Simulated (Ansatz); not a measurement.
# BPN (doublet): one geometry, many settings at distance B1–N2 = 1.687 Å

Aim: run BPN (doublet) at one geometry under a spread of methods and options, and see what each costs and gives.

Computed with Ansatz 0.2.0, Gaussian basis. Level: the settings change from run to run.

24 further runs of the same task are left out: 7 for a known fault of the program, 1 for a mislabelled method, 11 that didn't finish, 5 set aside as unsound or not needed.

## Step 1: The system

The geometry derives from a PBE0/def2-TZVP stationary point (not a proven minimum). One bond is set to the value named and the two fragments are kept rigid.

3 atoms, charge 0, spin multiplicity 2.

Atoms are counted from 1 here; the program's logs count them from 0.

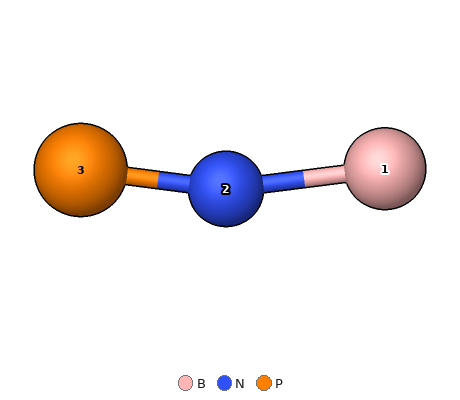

The geometry (boron pink, nitrogen blue, phosphorus orange); atoms are numbered from 1 in the order of the file.

## Step 2: NEVPT4(SD)(1,3)/STO-3G

in.yaml reads:

```yaml
crystal:
  periodic: [false, false, false]
  atoms:
    - {symbol: B, position_ang: [0.000000, -0.127926, 1.622471]}
    - {symbol: N, position_ang: [0.000000, 0.138614, -0.043340]}
    - {symbol: P, position_ang: [0.000000, -0.010688, -1.579132]}
basis:
  gaussian: {orbitals: STO-3G}
magnetization: {spin_polarized: false, initial_magnetization: 1}
correlation: {method: fic_nevpt4_sd, electrons: valence, active_space: {window: {electrons: 1, orbitals: 3}, states: [{multiplicity: 2, weights: [0.5, 1, 0.5]}], root: 2}}
scf: {lower_state_search: off}
```

The run is started by

```console
$ ansatz run in.yaml --threads 1 --pin off --events-out ev --progress --plain --max-ram 2393MiB
```

The log of the run:

```text
Functional definition: HF
  name "HF"
  cite "Fock, Z. Phys. 61, 126 (1930) doi:10.1007/BF01340294"
  parent pbe
  exchange = exact_x
  correlation = 0
these checks for a lower state are left out or cut short: stability, starts, cluster_reference, orbital_swaps, neighbouring_geometries, increment
322 factors; integrals over basis functions are off by at most 2.9e-8 eV
mean field evaluation 1: about -11286.0540 eV, gradient 2.0e1 eV
mean field evaluation 2: about -11286.1016 eV, gradient 2.0e1 eV
mean field evaluation 4: about -11287.5941 eV, gradient 1.9e0 eV
mean field evaluation 8: about -11287.6674 eV, gradient 1.5e-1 eV
mean field -11287.66628656 eV, -414.8140849761 hartree, gradient 1.3e-6 eV, S^2 0.750000; 0 other end points of the search recorded, 0 dependent functions left out
reference -11287.66628656 eV, -414.8140849761 hartree; 14, 13 occupied and 5, 6 virtual orbitals, 322 factors
state -11287.43478106 eV, -414.8055773059 hartree
state -11287.42330858 eV, -414.8051557000 hartree
state -11282.83404174 eV, -414.6365032542 hartree
state -11287.43478106 eV, -414.8055773059 hartree; corrected -11292.56937034 eV, -414.9942699816 hartree
state -11287.42330858 eV, -414.8051557000 hartree; corrected -11292.52066829 eV, -414.9924802143 hartree
state -11282.83404174 eV, -414.6365032542 hartree; corrected -11290.36329167 eV, -414.9131980859 hartree
Total energy: -11290.36329167 eV, -414.9131980859 hartree
Checks for a lower state left out: stability, starts, cluster_reference, orbital_swaps, neighbouring_geometries, increment
```

Wall time 0.75 s (1 thread of Arm Neoverse N1, shared host).

From the report: 2 determinants; active occupations (of the averaged states) 0.50, 0.25, 0.25.

## Step 3: CCSD(T) on ROHF/6-31++G**

in.yaml reads:

```yaml
crystal:
  periodic: [false, false, false]
  atoms:
    - {symbol: B, position_ang: [0.000000, -0.127926, 1.622471]}
    - {symbol: N, position_ang: [0.000000, 0.138614, -0.043340]}
    - {symbol: P, position_ang: [0.000000, -0.010688, -1.579132]}
basis:
  gaussian: {orbitals: "6-31++G**"}
magnetization: {spin_polarized: false, initial_magnetization: 1}
correlation: {method: ccsd_t, electrons: outside_noble_gas, diis_vectors: 12}
```

Same command.

The log of the run, shortened:

```text
Functional definition: HF
  name "HF"
  cite "Fock, Z. Phys. 61, 126 (1930) doi:10.1007/BF01340294"
  parent pbe
[...]
534 factors; integrals over basis functions are off by at most 1.1e-3 eV
[...]
mean field -11421.09603425 eV, -419.7175377617 hartree, gradient 3.3e-8 eV, S^2 0.750000; 12 other end points of the search recorded, 0 dependent functions left out
[...]
determinant -11421.09603425 eV, -419.7175377617 hartree, with singles and doubles -11430.68697309 eV, -420.0699982632 hartree
determinant -11421.06523158 eV, -419.7164057846 hartree, with singles and doubles -11430.66810333 eV, -420.0693048124 hartree
determinant -11417.65572513 eV, -419.5911087336 hartree, with singles and doubles -11427.88581083 eV, -419.9670574487 hartree
determinant -11417.59609048 eV, -419.5889172004 hartree, with singles and doubles -11427.77296913 eV, -419.9629105928 hartree
determinant -11411.34736482 eV, -419.3592807680 hartree, with singles and doubles -11420.83172055 eV, -419.7078244123 hartree
determinant -11421.09603425 eV, -419.7175377617 hartree, with singles and doubles -11430.67962456 eV, -420.0697282097 hartree
determinant -11421.06523158 eV, -419.7164057846 hartree, with singles and doubles -11430.66084113 eV, -420.0690379314 hartree
7 core orbitals not correlated: weight in the atoms' cores, before any rotation towards them, 1.000 or more for the frozen orbitals, at most 0.000 for the correlated occupied ones
reference -11421.09603425 eV, -419.7175377617 hartree; 7, 6 occupied and 47, 48 virtual orbitals, 534 factors
second order -8.80691496 eV of doubles, -0.06302213 eV of singles
cycle   1  -9.58359243 eV  change   -2.1e-6 eV  update   2.5e-6
perturbative correction -0.49378400 eV, -0.0181462271 hartree
Total energy: -11431.17341067 eV, -420.0878745146 hartree
```

Wall time 33 s (1 thread of Arm Neoverse N1, shared host).

From the report: correlation -10.0774 eV; T1 0.035; largest double amplitude 0.07.

## Step 4: BCCD/cc-pVDZ

in.yaml reads:

```yaml
crystal:
  periodic: [false, false, false]
  atoms:
    - {symbol: B, position_ang: [0.000000, -0.127926, 1.622471]}
    - {symbol: N, position_ang: [0.000000, 0.138614, -0.043340]}
    - {symbol: P, position_ang: [0.000000, -0.010688, -1.579132]}
basis:
  gaussian: {orbitals: cc-pVDZ, point_charges: [{charge: 0.50, position_ang: [4.127, -0.022, -0.438]}]}
magnetization: {spin_polarized: false, initial_magnetization: 1}
hamiltonian: {xc: {name: PBE}}
correlation: {method: bccd, electrons: valence, diis_vectors: 2}
accuracy: high
scf: {omitted_lower_state_checks: [cluster_reference]}
```

Launched as before.

The log of the run, shortened:

```text
Functional definition: PBE
  name "PBE"
  cite "Perdew, Burke & Ernzerhof, Phys. Rev. Lett. 77, 3865 (1996) doi:10.1103/PhysRevLett.77.3865"
  parent pbe
[...]
932 factors; integrals over basis functions are off by at most 3.5e-9 eV
[...]
mean field -11443.77630857 eV, -420.5510224697 hartree, gradient 2.7e-8 eV, S^2 0.750000; 6 other end points of the search recorded, 0 dependent functions left out
7 core orbitals not correlated: weight in the atoms' cores, before any rotation towards them, 1.000 or more for the frozen orbitals, at most 0.000 for the correlated occupied ones
reference -11420.58863944 eV, -419.6988913464 hartree; 7, 6 occupied and 32, 33 virtual orbitals, 932 factors
second order -9.92177789 eV of doubles, -0.59624331 eV of singles
cycle   1  -9.71192302 eV  change    8.0e-1 eV  update   1.5e-1
[...]
cycle 174  -10.45473696 eV  change  -6.2e-11 eV  update   1.5e-9
WARN: the results are in doubt because among natural orbitals full CI differs from the method by -0.083 eV
Total energy: -11431.04337640 eV, -420.0830958431 hartree
In doubt: among natural orbitals full CI differs from the method by -0.083 eV
Checks for a lower state left out: cluster_reference
```

Wall time 51 s (1 thread of Arm Neoverse N1, shared host).

From the report: correlation -10.4547 eV; largest double amplitude 0.08. Mind the lines of doubt at the end of the log.

## Step 5: CCSD(T) on UHF/6-31++G**

in.yaml reads:

```yaml
crystal:
  periodic: [false, false, false]
  atoms:
    - {symbol: B, position_ang: [0.000000, -0.127926, 1.622471]}
    - {symbol: N, position_ang: [0.000000, 0.138614, -0.043340]}
    - {symbol: P, position_ang: [0.000000, -0.010688, -1.579132]}
basis:
  gaussian: {orbitals: "6-31++G**", fitting: {mean_field: def2-universal-jkfit}}
magnetization: {spin_polarized: true, initial_magnetization: 1}
correlation: {method: ccsd_t, electrons: outside_noble_gas}
```

Same command.

The log of the run, shortened:

```text
Functional definition: HF
  name "HF"
  cite "Fock, Z. Phys. 61, 126 (1930) doi:10.1007/BF01340294"
  parent pbe
[...]
280 factors; integrals over basis functions are off by at most 7.6e-2 eV
[...]
mean field -11421.27961201 eV, -419.7242841201 hartree, gradient 3.0e-8 eV, S^2 1.221303; 33 other end points of the search recorded, 0 dependent functions left out
determinant -11421.27961201 eV, -419.7242841201 hartree, with singles and doubles -11430.62783020 eV, -420.0678248019 hartree
determinant -11421.26314473 eV, -419.7236789585 hartree, with singles and doubles -11430.60075232 eV, -420.0668297083 hartree
determinant -11421.25110912 eV, -419.7232366581 hartree, with singles and doubles -11430.67720567 eV, -420.0696393172 hartree
determinant -11421.20898092 eV, -419.7216884753 hartree, with singles and doubles -11430.63279833 eV, -420.0680073773 hartree
[...]
determinant -11421.26314473 eV, -419.7236789585 hartree, with singles and doubles -11430.65588497 eV, -420.0688557957 hartree
determinant -11421.25110912 eV, -419.7232366581 hartree, with singles and doubles -11430.68538252 eV, -420.0699398108 hartree
determinant -11421.20898092 eV, -419.7216884753 hartree, with singles and doubles -11430.66689506 eV, -420.0692604090 hartree
determinant -11421.19717414 eV, -419.7212545842 hartree, with singles and doubles -11430.66855196 eV, -420.0693212993 hartree
7 core orbitals not correlated: weight in the atoms' cores, before any rotation towards them, 1.000 or more for the frozen orbitals, at most 0.000 for the correlated occupied ones
reference -11421.25110912 eV, -419.7232366581 hartree; 7, 6 occupied and 47, 48 virtual orbitals, 280 factors
second order -8.31099919 eV of doubles, -0.00000000 eV of singles
cycle   1  -9.43427311 eV  change    2.9e-7 eV  update   2.7e-6
perturbative correction -0.47196254 eV, -0.0173443033 hartree
Total energy: -11431.15734477 eV, -420.0872841035 hartree
```

Wall time 67 s (1 thread of Arm Neoverse N1, shared host).

From the report: ⟨S²⟩ of the determinant 1.025 (pure doublet: 0.75); correlation -9.9062 eV; T1 0.061; largest double amplitude 0.07.

## Step 6: CCSD on ROHF/cc-pVDZ

in.yaml reads:

```yaml
crystal:
  periodic: [false, false, false]
  atoms:
    - {symbol: B, position_ang: [0.000000, -0.127926, 1.622471]}
    - {symbol: N, position_ang: [0.000000, 0.138614, -0.043340]}
    - {symbol: P, position_ang: [0.000000, -0.010688, -1.579132]}
basis:
  gaussian: {orbitals: cc-pVDZ}
magnetization: {spin_polarized: false, initial_magnetization: 1}
correlation: {method: ccsd, electrons: all}
accuracy: high
output: {forces: true}
```

The command is unchanged.

The log of the run, shortened:

```text
Functional definition: HF
  name "HF"
  cite "Fock, Z. Phys. 61, 126 (1930) doi:10.1007/BF01340294"
  parent pbe
[...]
930 factors; integrals over basis functions are off by at most 3.5e-9 eV
[...]
mean field -11421.52489931 eV, -419.7332982619 hartree, gradient 2.5e-8 eV, S^2 0.750000; 7 other end points of the search recorded, 0 dependent functions left out
[...]
determinant -11421.52489931 eV, -419.7332982619 hartree, with singles and doubles -11431.43181879 eV, -420.0973708379 hartree
determinant -11421.49338636 eV, -419.7321401823 hartree, with singles and doubles -11431.41728685 eV, -420.0968367987 hartree
determinant -11418.08487020 eV, -419.6068795239 hartree, with singles and doubles -11428.65400700 eV, -419.9952881375 hartree
determinant -11421.52489931 eV, -419.7332982619 hartree, with singles and doubles -11431.43326676 eV, -420.0974240497 hartree
determinant -11421.49338636 eV, -419.7321401823 hartree, with singles and doubles -11431.41852789 eV, -420.0968824062 hartree
reference -11421.52489931 eV, -419.7332982619 hartree; 14, 13 occupied and 32, 33 virtual orbitals, 930 factors
second order -9.11004400 eV of doubles, -0.07189472 eV of singles
cycle   1  -9.90836677 eV  change    6.8e-7 eV  update   1.9e-6
[...]
cycle  13  -9.90836634 eV  change  -6.1e-10 eV  update   2.9e-9
[...]
Total energy: -11431.43326564 eV, -420.0974240086 hartree
Atom 0 at     0.000000    -0.127926     1.622471 Å, force    -0.000000     0.691483    -4.276140 eV/Å
Atom 1 at     0.000000     0.138614    -0.043340 Å, force     0.000000    -0.625903     5.031884 eV/Å
Atom 2 at     0.000000    -0.010688    -1.579132 Å, force    -0.000000    -0.065580    -0.755744 eV/Å
Dipole moment:    -0.000000    -0.033905    -0.424534 e Å
```

Run time: 77 s. Hardware: 1 thread of Arm Neoverse N1, shared host.

From the report: correlation -9.9084 eV; T1 0.026; largest double amplitude 0.08.

## Step 7: The runs in one table

 † marks a result that the program doubts.

```csv
level,correlated,functions,energy (eV),time
"NEVPT4(SD)(1,3)/STO-3G (excited root 2 of an average)",valence,19,-11290.3633,0.75 s
CCSD(T) on ROHF/6-31++G**,outside noble gas,61,-11431.1734,33 s
"BCCD/cc-pVDZ (beside a point charge, on PBE orbitals) †",valence,46,-11431.0434,51 s
CCSD(T) on UHF/6-31++G**,outside noble gas,61,-11431.1573,67 s
CCSD on ROHF/cc-pVDZ,all,46,-11431.4333,77 s
```

## Step 8: Outcome

| quantity | value |
| --- | --- |
| runs | 5 |
| quickest | NEVPT4(SD)(1,3)/STO-3G (excited root 2 of an average), 0.75 s |
| slowest | CCSD on ROHF/cc-pVDZ, 77 s |

In words: Total energies in different bases, with other cores or another treatment of relativity can't be set against each other. CCSD on ROHF/cc-pVDZ took 102 times as long as NEVPT4(SD)(1,3)/STO-3G (excited root 2 of an average); the jobs differ in more than the method.
